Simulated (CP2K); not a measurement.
# C2H6AlF (SMILES [CH3][Al]([CH3])[F]): BLYP-D3(BJ)/DZVP-MOLOPT-SR-GTH (core potential)

Aim: the vertical ionisation energy of C2H6AlF at BLYP-D3(BJ)/DZVP-MOLOPT-SR-GTH (core potential), from 2 runs. 

The results are computed with CP2K 2026.2.

1 further run of the same task is left out (set aside as unsound or not needed). Runs told in other sessions of the task aren't counted.

**1. The structure to begin with**

C2H6AlF has 10 atoms, charge 0, and is taken as a singlet. SMILES: `[CH3][Al]([CH3])[F]`. The coordinates come from a PBE0-D4/def2-TZVP relaxation.

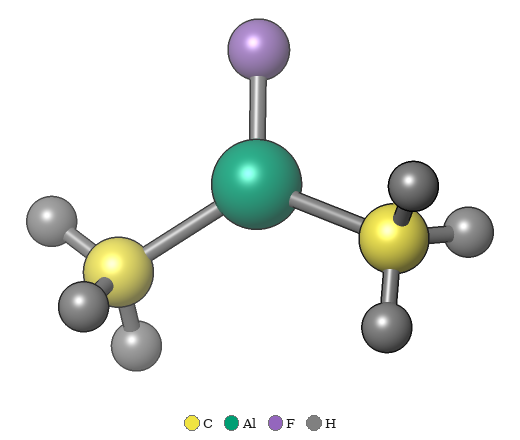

The structure, seen from a chosen angle (carbon yellow, aluminium teal, fluorine purple, hydrogen grey).

**2. A single-point energy at BLYP-D3(BJ)/DZVP-MOLOPT-SR-GTH (core potential)**

Contents of run.inp:

```
&FORCE_EVAL
  METHOD QUICKSTEP
  &DFT
    BASIS_SET_FILE_NAME BASIS_MOLOPT
    POTENTIAL_FILE_NAME GTH_POTENTIALS
    ! Quickstep
    &QS
      METHOD GPW
      EPS_DEFAULT 1.0E-10
    &END QS
    &MGRID
      CUTOFF 400
      REL_CUTOFF 50
      NGRIDS 4
    &END MGRID
    ! isolated system
    &POISSON
      PERIODIC NONE
      POISSON_SOLVER MULTIPOLE
    &END POISSON
    &SCF
      SCF_GUESS ATOMIC
      EPS_SCF 1.0E-06
      MAX_SCF 150
      ADDED_MOS 3
      &DIAGONALIZATION
        ALGORITHM STANDARD
      &END DIAGONALIZATION
      &MIXING
        METHOD BROYDEN_MIXING
        ALPHA 0.3
        NBUFFER 8
      &END MIXING
    &END SCF
    &XC
      &XC_FUNCTIONAL BLYP
      &END XC_FUNCTIONAL
      &VDW_POTENTIAL
        POTENTIAL_TYPE PAIR_POTENTIAL
        &PAIR_POTENTIAL
          TYPE DFTD3(BJ)
          PARAMETER_FILE_NAME dftd3.dat
          REFERENCE_FUNCTIONAL BLYP
          R_CUTOFF 15
        &END PAIR_POTENTIAL
      &END VDW_POTENTIAL
    &END XC
    &PRINT
      &MOMENTS
        PERIODIC F
        REFERENCE COM
        MAX_MOMENT 1
      &END MOMENTS
      &MO ON
        ENERGIES T
        OCCUPATION_NUMBERS T
        NDIGITS 6
        &EACH
          QS_SCF 0
        &END EACH
        ADD_LAST NUMERIC
      &END MO
      &HIRSHFELD OFF
      &END HIRSHFELD
    &END PRINT
  &END DFT
  ! atoms, cell and kinds
  &SUBSYS
    ! vacuum box
    &CELL
      ABC 9.8 10.7 10.6
      PERIODIC NONE
    &END CELL
    &COORD
      UNIT bohr
      C     -1.0709078     2.6694271    -1.6223299
      Al    -0.5453750    -0.8414950    -0.6884272
      C      1.5017654    -2.0656596     2.1017534
      F     -1.9791102    -3.0246956    -2.4213061
      H     -2.2381916     2.8669035    -3.3125009
      H     -1.9917713     3.7102883    -0.0884392
      H      0.7315130     3.6231719    -1.9724961
      H      0.3579141    -3.1685038     3.4264514
      H      2.3995742    -0.5363043     3.1596221
      H      2.9918144    -3.3302643     1.4237197
    &END COORD
    &TOPOLOGY
      &CENTER_COORDINATES
      &END CENTER_COORDINATES
    &END TOPOLOGY
    &KIND C
      BASIS_SET DZVP-MOLOPT-SR-GTH-q4
      POTENTIAL GTH-BLYP-q4
    &END KIND
    &KIND Al
      BASIS_SET DZVP-MOLOPT-SR-GTH-q3
      POTENTIAL GTH-BLYP-q3
    &END KIND
    &KIND F
      BASIS_SET DZVP-MOLOPT-SR-GTH-q7
      POTENTIAL GTH-BLYP-q7
    &END KIND
    &KIND H
      BASIS_SET DZVP-MOLOPT-SR-GTH-q1
      POTENTIAL GTH-BLYP-q1
    &END KIND
  &END SUBSYS
&END FORCE_EVAL

&GLOBAL
  PROJECT_NAME run
  RUN_TYPE ENERGY
  PRINT_LEVEL MEDIUM
&END GLOBAL
```

The run is started by

```
$ OMP_NUM_THREADS=1 cp2k.psmp -i run.inp > run.out 2>&1
```

The log of the run:

```text
CP2K| version string:                                       CP2K version 2026.2
[...]
 GLOBAL| Method name                                                        CP2K
[...]
 GLOBAL| Run type                                                         ENERGY
[...]
 DFT| Spin restricted Kohn-Sham (RKS) calculation                            RKS
 DFT| Multiplicity                                                             1
[...]
 DFT| Charge                                                                   0
[...]
 FUNCTIONAL| BECKE88:
 FUNCTIONAL| LYP:
[...]
 QS| Method:                                                                 GPW
[...]
 QS| Density cutoff [a.u.]:                                                200.0
[...]
 QS| Relative density cutoff [a.u.]:                                        25.0
[...]
                             - Atoms:                                         10
[...]
                             - Spherical basis functions:                     82
[...]
 Number of electrons:                                                         24
[...]
     1 NoMix/Diag. 0.30E+00    0.8     1.20526895       -40.2021837082 -4.02E+01
[...]
    23 Broy./Diag. 0.30E+00    1.1     0.00000079       -41.2670345958  1.24E-05
  *** SCF run converged in    23 steps ***
[...]
  Overlap energy of the core charge distribution:               0.00000164488160
  Self energy of the core charge distribution:               -105.44680256812364
  Core Hamiltonian energy:                                     30.88752810835851
  Hartree energy:                                              44.39006409611585
  Exchange-correlation energy:                                -11.08601944271257
  Dispersion energy:                                           -0.01180643436831
  Total energy:                                               -41.26703459584856
[...]
                     Mulliken Population Analysis
 #  Atom  Element  Kind  Atomic population                           Net charge
       1     C        1          4.396410                             -0.396410
       2     Al       2          2.090554                              0.909446
       3     C        1          4.394382                             -0.394382
       4     F        3          7.448371                             -0.448371
       5     H        4          0.942760                              0.057240
       6     H        4          0.945775                              0.054225
       7     H        4          0.945956                              0.054044
       8     H        4          0.944581                              0.055419
       9     H        4          0.946583                              0.053417
      10     H        4          0.944631                              0.055369
 # Total charge                             24.000000                  0.000000
[...]
  Dipole moment [Debye]
    X=  0.8589083E+00 Y=  0.1320037E+01 Z=  0.1037024E+01  Total=      1.8856402
 ENERGY| Total FORCE_EVAL ( QS ) energy [hartree]            -41.267034595848564
[...]
```

Run time: 26 s. Hardware: 1 thread of Arm Neoverse V1, shared host; peak memory 1.5 GiB.

**3. The doublet cation at the same level**

Contents of mol.inp:

```
&GLOBAL
  PROJECT_NAME mol
  RUN_TYPE ENERGY
  PRINT_LEVEL MEDIUM
&END GLOBAL

&FORCE_EVAL
  METHOD QS
  &DFT
    BASIS_SET_FILE_NAME BASIS_MOLOPT
    POTENTIAL_FILE_NAME GTH_POTENTIALS
    CHARGE 1
    MULTIPLICITY 2
    LSD T
    &QS
      METHOD GPW
      EPS_DEFAULT 1.0E-10
    &END QS
    &MGRID
      CUTOFF 400
      REL_CUTOFF 50
      NGRIDS 4
    &END MGRID
    &POISSON
      PERIODIC NONE
      POISSON_SOLVER MULTIPOLE
    &END POISSON
    &SCF
      SCF_GUESS ATOMIC
      EPS_SCF 1.0E-05
      MAX_SCF 40
      &OT
        MINIMIZER DIIS
        PRECONDITIONER FULL_ALL
      &END OT
      &OUTER_SCF
        EPS_SCF 1.0E-05
        MAX_SCF 2
      &END OUTER_SCF
    &END SCF
    &XC
      &XC_FUNCTIONAL BLYP
      &END XC_FUNCTIONAL
      &VDW_POTENTIAL
        POTENTIAL_TYPE PAIR_POTENTIAL
        &PAIR_POTENTIAL
          TYPE DFTD3(BJ)
          PARAMETER_FILE_NAME dftd3.dat
          REFERENCE_FUNCTIONAL BLYP
          R_CUTOFF 15
        &END PAIR_POTENTIAL
      &END VDW_POTENTIAL
    &END XC
    &PRINT
      &MOMENTS
        PERIODIC F
        REFERENCE COM
        MAX_MOMENT 1
      &END MOMENTS
      &MO_CUBES
        NLUMO 2
        NHOMO -1
        WRITE_CUBE F
      &END MO_CUBES
      &HIRSHFELD OFF
      &END HIRSHFELD
    &END PRINT
  &END DFT
  &SUBSYS
    &CELL
      ABC 9.8 10.7 10.6
      PERIODIC NONE
    &END CELL
    &COORD
      C     -0.566700     1.412600    -0.858500
      Al    -0.288600    -0.445300    -0.364300
      C      0.794700    -1.093100     1.112200
      F     -1.047300    -1.600600    -1.281300
      H     -1.184400     1.517100    -1.752900
      H     -1.054000     1.963400    -0.046800
      H      0.387100     1.917300    -1.043800
      H      0.189400    -1.676700     1.813200
      H      1.269800    -0.283800     1.672000
      H      1.583200    -1.762300     0.753400
    &END COORD
    &TOPOLOGY
      &CENTER_COORDINATES
      &END CENTER_COORDINATES
    &END TOPOLOGY
    &KIND C
      BASIS_SET DZVP-MOLOPT-SR-GTH-q4
      POTENTIAL GTH-BLYP-q4
    &END KIND
    &KIND Al
      BASIS_SET DZVP-MOLOPT-SR-GTH-q3
      POTENTIAL GTH-BLYP-q3
    &END KIND
    &KIND F
      BASIS_SET DZVP-MOLOPT-SR-GTH-q7
      POTENTIAL GTH-BLYP-q7
    &END KIND
    &KIND H
      BASIS_SET DZVP-MOLOPT-SR-GTH-q1
      POTENTIAL GTH-BLYP-q1
    &END KIND
  &END SUBSYS
&END FORCE_EVAL
```

The run is started by

```
$ OMP_NUM_THREADS=1 cp2k.psmp -i mol.inp -o mol.out
```

The log of the run (excerpt; [...] marks lines left out):

```text
CP2K| version string:                                       CP2K version 2026.2
[...]
 GLOBAL| Method name                                                        CP2K
[...]
 GLOBAL| Run type                                                         ENERGY
[...]
 DFT| Spin unrestricted (spin-polarized) Kohn-Sham calculation               UKS
 DFT| Multiplicity                                                             2
[...]
 DFT| Charge                                                                   1
[...]
 FUNCTIONAL| BECKE88:
 FUNCTIONAL| LYP:
[...]
 QS| Method:                                                                 GPW
[...]
 QS| Density cutoff [a.u.]:                                                200.0
[...]
 QS| Relative density cutoff [a.u.]:                                        25.0
[...]
                             - Atoms:                                         10
[...]
                             - Spherical basis functions:                     82
[...]
 Number of electrons:                                                         12
[...]
     1 OT DIIS     0.15E+00    1.6     0.13046062       -37.6752874896 -3.77E+01
[...]
     9 OT DIIS     0.15E+00    1.9     0.00000768       -40.9141532694 -1.55E-07
  *** SCF run converged in     9 steps ***
[...]
  Overlap energy of the core charge distribution:               0.00000164488100
  Self energy of the core charge distribution:               -105.44680256812364
  Core Hamiltonian energy:                                     30.50934545677849
  Hartree energy:                                              44.78251529801625
  Exchange-correlation energy:                                -10.74740666661449
  Dispersion energy:                                           -0.01180643431732
  Total energy:                                               -40.91415326937971
[...]
                     Mulliken Population Analysis
 #  Atom  Element  Kind  Atomic population (alpha,beta) Net charge  Spin moment
       1     C        1         2.308114     1.926729    -0.234843     0.381384
       2     Al       2         0.979163     0.861817     1.159020     0.117345
       3     C        1         2.306984     1.926325    -0.233309     0.380660
[...]
  Dipole moment [Debye]
    X=  0.2212865E+01 Y=  0.3349564E+01 Z=  0.2679569E+01  Total=      4.8266384
[...]
 HOMO - LUMO gap [eV] :    1.551616
 ENERGY| Total FORCE_EVAL ( QS ) energy [hartree]            -40.914153269379710
[...]
```

It took 97 s on 1 thread of Arm Neoverse V1, shared host; peak memory 1.1 GiB.

**4. Outcome**

At BLYP-D3(BJ)/DZVP-MOLOPT-SR-GTH (core potential):

```
                                          quantity          value
                     singlet C2H6AlF: total energy   -41.26703 Eh
                    singlet C2H6AlF: dipole moment         1.89 D
                      singlet C2H6AlF: HOMO energy       -6.43 eV
                      singlet C2H6AlF: LUMO energy       -0.76 eV
                    singlet C2H6AlF: HOMO–LUMO gap        5.67 eV
                singlet C2H6AlF: dispersion energy  -31.00 kJ/mol
                      doublet cation: total energy   -40.91415 Eh
doublet cation: HOMO energy (highest over α and β)      -13.91 eV
 doublet cation: LUMO energy (lowest over α and β)      -12.74 eV
                 doublet cation: dispersion energy  -31.00 kJ/mol
                              doublet cation: ⟨S²⟩          0.756
vertical ionisation energy (to the doublet cation)       9.602 eV
```

What this shows: Removing an electron at fixed nuclei costs 9.60 eV (221 kcal/mol). The negative HOMO energy of the first species, 6.43 eV, lies 3.17 eV below that difference.
